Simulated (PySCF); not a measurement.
CF4, SMILES `FC(F)(F)F`.

Computed with PySCF, 6-31+G* basis, geometry: GFN2-xTB. No frequency check shows the geometry to be a minimum.

Geometry (Å), atoms numbered from 1:

```
F1      -0.7587    0.7135    0.8013
C2       0.0000    0.0000   -0.0001
F3      -0.7587   -0.7135   -0.8013
F4       0.7587    0.8013   -0.7135
F5       0.7587   -0.8013    0.7135
```

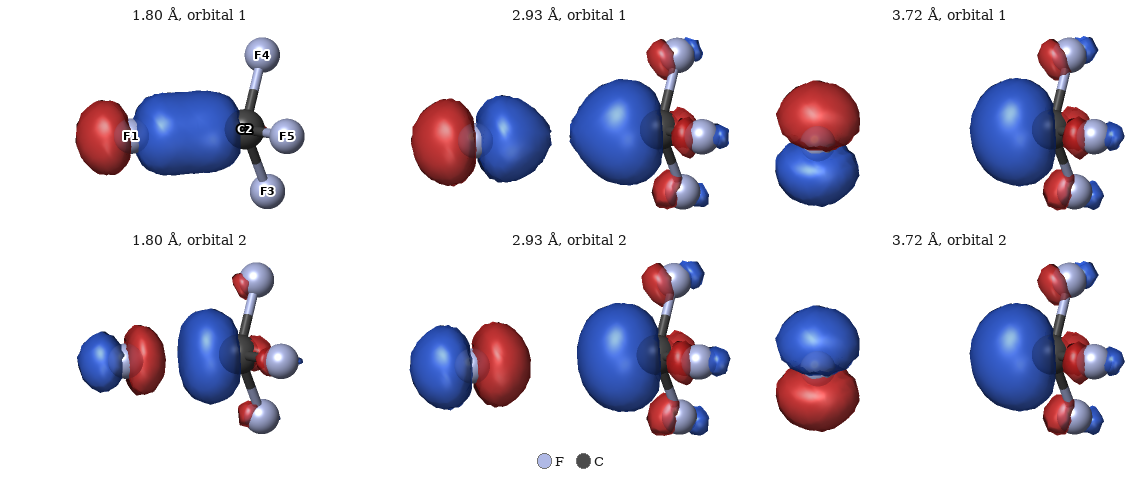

Rigid stretch of the F1–C2 bond. The two CASSCF(2,2) natural orbitals nearest half filling (orbital 1 the more occupied).

Q: How do the occupations change along the stretch?

A: 1.80 Å: 1.89 and 0.11; 2.93 Å: 1.23 and 0.77; 3.72 Å: 1.00 and 1.00. At the longest distance computed (3.72 Å) they are 1.00 and 1.00, and the effective number of unpaired electrons is 2.0.

Q: Where does the UHF solution part from RHF?

A: Between 1.60 Å (⟨S²⟩ = 0, the two coincide) and 1.80 Å (⟨S²⟩ = 0.15); at 3.72 Å ⟨S²⟩ is 1.01 and UHF lies 6.0 eV below RHF.

Q: How much energy does the stretch cost?

A: By CASSCF, 4.7 eV from the lowest point of the scan (1.33 Å) to 3.72 Å; RHF gives 9.9 eV from its own lowest point. The fragments aren't relaxed and dynamic correlation is missing, so this isn't a bond dissociation energy.
